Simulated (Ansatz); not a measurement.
# H4OSn: shift of H4 from Sn2 to O1, part 3 of 3

Aim: the minimum-energy path and barrier of the shift of H4 from Sn2 to O1. The ends are relaxed first, then joined by a nudged elastic band. SMILES of the start: [OH][SnH3].

Ansatz 0.2.0; UKS PBE0-D4/def2-SVP. The steps go on from the part before.

### Step 14. More of the same log: dynamics from the highest image of the converged band

Output, continued (excerpt; [...] marks lines left out):

```text
md step   100: t =    50.00 fs  T =  1340.3 K  F+E_penalty+E_count = -7937.73502332 eV  E_kin = 0.692993 eV  conserved = -7937.04202987 eV  (31 SCF iters, 3 dispersion substeps)
[...]
md step   125: t =    62.50 fs  T =  3187.2 K  F+E_penalty+E_count = -7938.69047670 eV  E_kin = 1.647895 eV  conserved = -7937.04258143 eV  (31 SCF iters, 3 dispersion substeps)
[...]
Atom 2 at     0.069993    -1.614944     0.579083 Å, force     0.136017    -0.407383     0.085493 eV/Å
Atom 3 at    -1.887245    -0.116071    -1.258556 Å, force     0.546458     0.256943     0.580713 eV/Å
Atom 4 at     0.708388     1.049239    -1.661354 Å, force    -0.957516    -0.176325     1.087078 eV/Å
Atom 5 at    -0.851729     1.626138     0.924777 Å, force    -0.160614     0.361945    -0.279479 eV/Å
Dipole moment:    -0.288918    -0.098845    -0.132289 e Å
```

Wall time 7.7 min (1 thread of Arm Neoverse V2, shared host); peak memory 0.15 GiB.

### Step 15. The trajectory

The trajectory, every 11 steps (energies from step 0):

| time (fs) | T (K) | potential energy change (meV/atom) | total energy change (meV/atom) | H4–Sn2 (Å) | H4–O1 (Å) |
| --- | --- | --- | --- | --- | --- |
| 0.0 | 300 | 0.0 | 0.00 | 1.76 | 1.54 |
| 5.5 | 179 | 10.5 | 0.07 | 1.79 | 1.61 |
| 11.0 | 347 | -3.9 | 0.09 | 1.70 | 1.74 |
| 16.5 | 1489 | -102.5 | 0.01 | 1.68 | 2.17 |
| 22.0 | 2744 | -210.7 | -0.10 | 1.89 | 2.91 |
| 27.5 | 2836 | -218.6 | -0.03 | 1.99 | 3.49 |
| 33.0 | 2695 | -206.4 | -0.07 | 1.84 | 3.61 |
| 38.5 | 1705 | -121.1 | 0.03 | 1.67 | 3.49 |
| 44.0 | 1034 | -63.2 | 0.01 | 1.75 | 3.52 |
| 49.5 | 1241 | -81.0 | 0.07 | 1.79 | 3.53 |
| 55.0 | 2504 | -190.0 | -0.02 | 1.71 | 3.38 |
| 60.5 | 3294 | -258.1 | -0.10 | 1.76 | 3.20 |
| 66.0 | 2797 | -215.2 | 0.02 | 1.81 | 2.92 |
| 71.5 | 1961 | -143.2 | -0.04 | 1.69 | 2.55 |
| 77.0 | 734 | -37.3 | 0.05 | 1.69 | 2.38 |
| 82.5 | 498 | -17.0 | 0.10 | 1.80 | 2.48 |
| 88.0 | 1715 | -121.9 | 0.02 | 1.77 | 2.65 |
| 93.5 | 3242 | -253.6 | -0.03 | 1.73 | 2.84 |
| 99.0 | 3551 | -280.2 | -0.12 | 1.78 | 3.05 |
| 100.0 | 3353 | -263.2 | -0.08 | 1.79 | 3.08 |

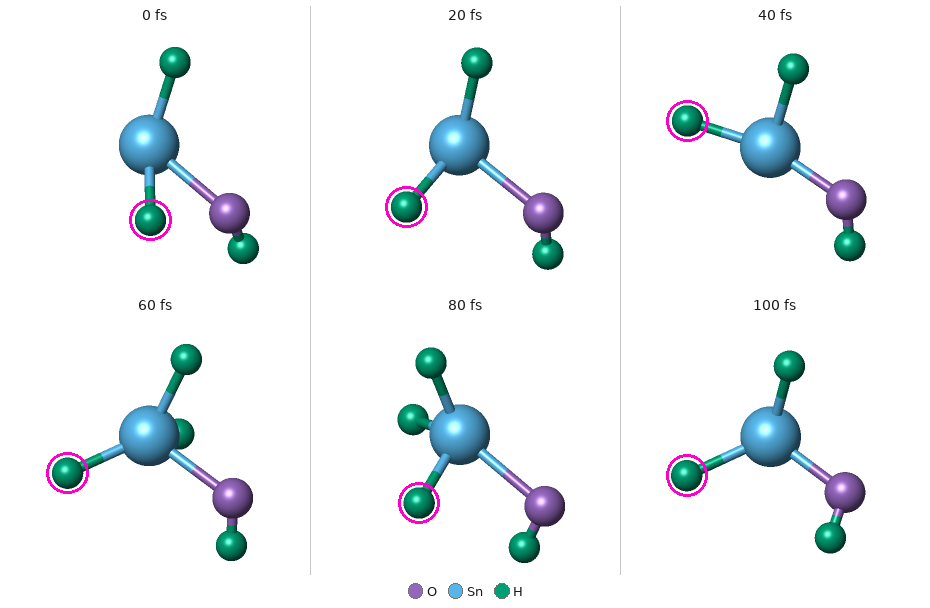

The system at six times, viewed from a free direction. Sticks join atoms within a bonding distance in each frame.

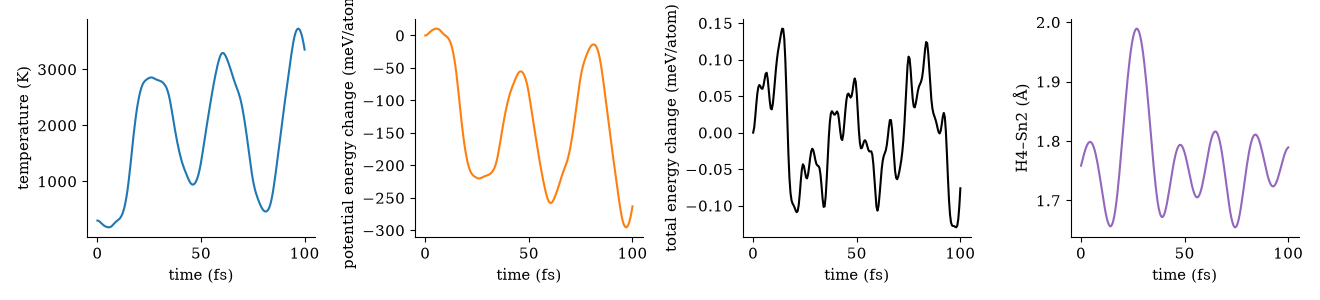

Traces against time; each panel has its own scale.

The last frame stands with the bonds of end A.

### Step 16. A trajectory let go at the top

It starts at the highest inner image of the first converged band: 200 steps of 0.5 fs at constant energy, with velocities drawn for 100 K.

Contents of input.yaml:

```yaml
crystal:
  periodic: [false, false, false]
  atoms:
    - { symbol: O, position_ang: [0.377784, -0.974978, 0.860838] }
    - { symbol: Sn, position_ang: [-0.511825, 0.58171, -0.373868] }
    - { symbol: H, position_ang: [1.00538, -1.515492, 0.358004] }
    - { symbol: H, position_ang: [-0.967522, -1.042039, 0.124197] }
    - { symbol: H, position_ang: [0.619844, 0.900284, -1.644131] }
    - { symbol: H, position_ang: [-0.481562, 1.986515, 0.62866] }
magnetization:
  spin_polarized: true
basis:
  gaussian: { orbitals: def2-SVP }
hamiltonian:
  xc: pbe0
  dispersion: d4
md:
  timestep: 0.5
  n_steps: 200
  ensemble: nve
  temperature: 100.0
  initial_velocities: maxwell_boltzmann
  seed: 8039
```

Run with:

```
ansatz run input.yaml --threads 1 --pin off --max-ram 2048MiB --backend cpu --events-out ev --progress --plain --runs-dir out
```

The program printed (excerpt; [...] marks lines left out):

```text
Warning: RAYON_NUM_THREADS=1 ignored (pool sized by the plan → 1); use --threads N
[...]
[... 1 set-up line as earlier in the session ...]
[...]
732 factors; integrals over basis functions are off by at most 3.5e-4 eV
[...]
mean field -7937.13645648 eV, -291.6843847915 hartree, gradient 3.6e-5 eV, S^2 0.000000; 1 other end points of the search recorded, 0 dependent functions left out
[...]
reference -7937.13648272 eV, -291.6843857555 hartree; 17, 17 occupied and 43, 43 virtual orbitals, 732 factors
[...]
md step    75: t =    37.50 fs  T =  3141.3 K  F+E_penalty+E_count = -7938.77946611 eV  E_kin = 1.624160 eV  conserved = -7937.15530591 eV  (31 SCF iters, 3 dispersion substeps)
[...]
md step    98: t =    49.00 fs  T =  1649.8 K  F+E_penalty+E_count = -7937.99598296 eV  E_kin = 0.853017 eV  conserved = -7937.14296559 eV  (33 SCF iters, 3 dispersion substeps)
md step    99: t =    49.50 fs  T =  1540.4 K  F+E_penalty+E_count = -7937.93900161 eV  E_kin = 0.796430 eV  conserved = -7937.14257133 eV  (34 SCF iters, 3 dispersion substeps)
```

### Step 17. More of the same log: dynamics from the highest image of the converged band

The log, continued (excerpt; [...] marks lines left out):

```text
md step   100: t =    50.00 fs  T =  1584.4 K  F+E_penalty+E_count = -7937.96193116 eV  E_kin = 0.819203 eV  conserved = -7937.14272835 eV  (32 SCF iters, 3 dispersion substeps)
[...]
md step   125: t =    62.50 fs  T =  1899.0 K  F+E_penalty+E_count = -7938.13727946 eV  E_kin = 0.981856 eV  conserved = -7937.15542321 eV  (32 SCF iters, 3 dispersion substeps)
[...]
Atom 2 at     1.511866    -2.603622     1.786523 Å, force     1.697773    -2.267160     0.859566 eV/Å
Atom 3 at     1.269297    -1.288663     1.515827 Å, force     2.901470     6.604522     0.185408 eV/Å
Atom 4 at     0.923600     0.975245    -1.317220 Å, force     0.517822     0.010333     0.209933 eV/Å
Atom 5 at    -0.087471     0.672512     1.233617 Å, force     0.350078     0.114061    -0.307824 eV/Å
Dipole moment:     0.345748     0.035985     0.094908 e Å
```

Wall time 7.2 min (1 thread of Arm Neoverse V2, shared host); peak memory 0.15 GiB.

### Step 18. What the atoms did

The trajectory, every 8 steps (energies from step 0):

```
time (fs)  T (K)  potential energy change (meV/atom)  total energy change (meV/atom)  H4–Sn2 (Å)  H4–O1 (Å)
      0.0    100                                 0.0                            0.00        1.76       1.54
      4.0     45                                 4.8                            0.04        1.81       1.52
      8.0    143                                -3.7                            0.04        1.81       1.44
     12.0    661                               -48.1                            0.25        1.81       1.24
     16.0   1304                              -102.6                            1.17        2.03       0.86
     20.0   1891                              -154.2                            0.15        2.51       1.17
     24.0   3271                              -274.8                           -1.57        2.74       1.03
     28.0   3418                              -288.1                           -2.15        3.06       0.99
     32.0   2174                              -178.4                            0.29        3.36       1.14
     36.0   2466                              -204.1                           -0.23        3.27       0.85
     40.0   1808                              -146.7                            0.50        3.61       1.19
     44.0   2699                              -225.0                           -1.03        3.34       0.86
     48.0   2261                              -186.2                            0.02        3.43       1.13
     52.0   2731                              -228.6                           -1.80        3.28       1.01
     56.0   2464                              -205.6                           -1.96        3.12       1.00
     60.0   1513                              -121.5                            0.24        3.11       1.13
     64.0   1804                              -147.9                           -1.11        3.02       0.86
     68.0   1221                               -96.1                            0.52        2.97       1.16
     72.0   1690                              -136.4                            0.61        2.93       0.85
     76.0   1584                              -127.9                            0.00        2.77       1.14
     80.0   2483                              -207.1                           -1.70        2.85       1.01
     84.0   2691                              -225.6                           -2.28        2.92       0.98
     88.0   1582                              -127.4                            0.31        2.94       1.14
     92.0   1493                              -118.9                            1.09        3.18       0.84
     96.0    943                               -72.0                            0.65        3.21       1.16
    100.0   1669                              -136.5                           -1.34        3.42       0.87
```

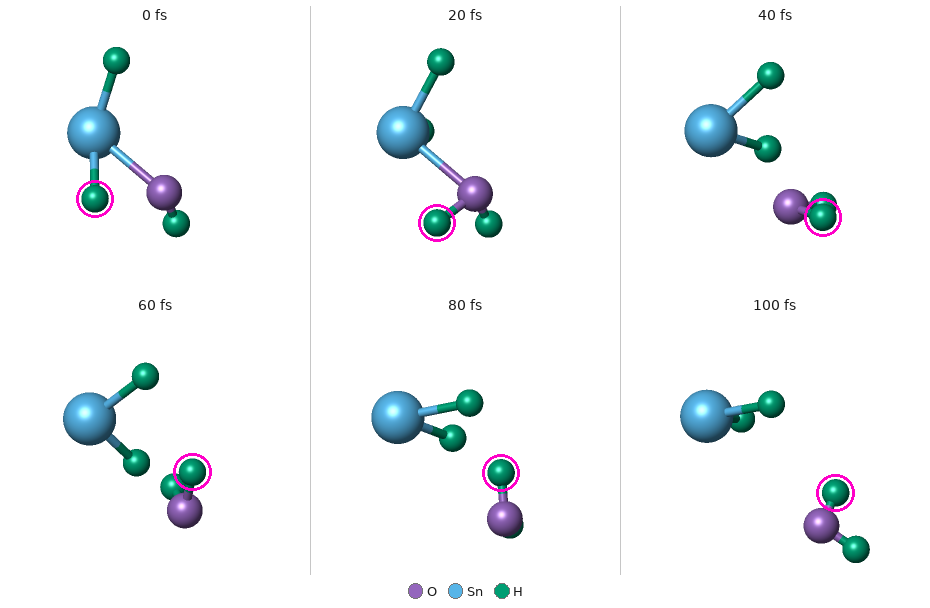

The system at six times, viewed from a free direction. Sticks join atoms within a bonding distance in each frame.

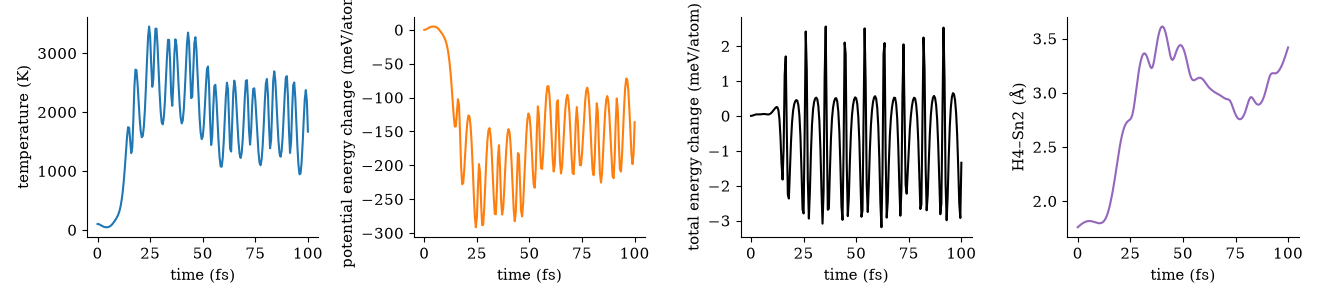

Time series of the run, each on its own scale.

Bonds that form or break, judged by distance (formed within 1.15 times the sum of covalent radii and held on average over 12 fs, broken when stretched by half; pairs already stretched at the start don't count as bonds):

```csv
time (fs),bond,event
14.0,O1–H4,forms
20.5,Sn2–H4,breaks
60.0,O1–Sn2,breaks
```

The last frame stands with a bonding of neither end.

### Step 19. What came out

The summary covers parts 1 to 3.

| quantity | value |
| --- | --- |
| end A | 4 moves, 0.139 eV lower |
| end B | 26 moves, 2.155 eV lower |
| first band: barrier forwards | 2.00 eV |
| first band: barrier backwards | 1.96 eV |
| first band: second end relative to first | +0.045 eV |
| first band: highest image | 2 of 0 to 6, climbing |
| first band: band iterations | 17 |
| imaginary modes at the top | 1298i cm⁻¹ |
| second band | top 2.004 eV above image 0, 15 iterations, 5 inner images |
| time, first and second band | 3.2 min and 2.9 min |
| third band | top 2.009 eV above image 0, 15 iterations, 5 inner images |
| time, first and third band | 3.2 min and 2.9 min |
| trajectory at 300 K, after 100 fs | with the bonds of end A, at 3353 K |
| trajectory at 100 K, after 100 fs | with a bonding of neither end, at 1669 K |

In the first band: the barrier from the first end is 2.00 eV, 78 times kT at 300 K, which at an assumed attempt frequency of 10^13 s⁻¹ means a rate near 10^-21 s⁻¹. Going back costs 1.96 eV, since the second end is 0.045 eV above the first. By distance, end A alone has Sn2–H4 and end B alone has O1–H4. One imaginary mode, as a first-order saddle point has. The second band's top agrees with the first's to 1 meV, so the changed settings hardly move the height. The third band's top lies 5 meV above the first's, so the changed settings hardly move the height. Zero-point energy and entropy are left out. Tunnelling, which matters where hydrogen moves, is missing too.
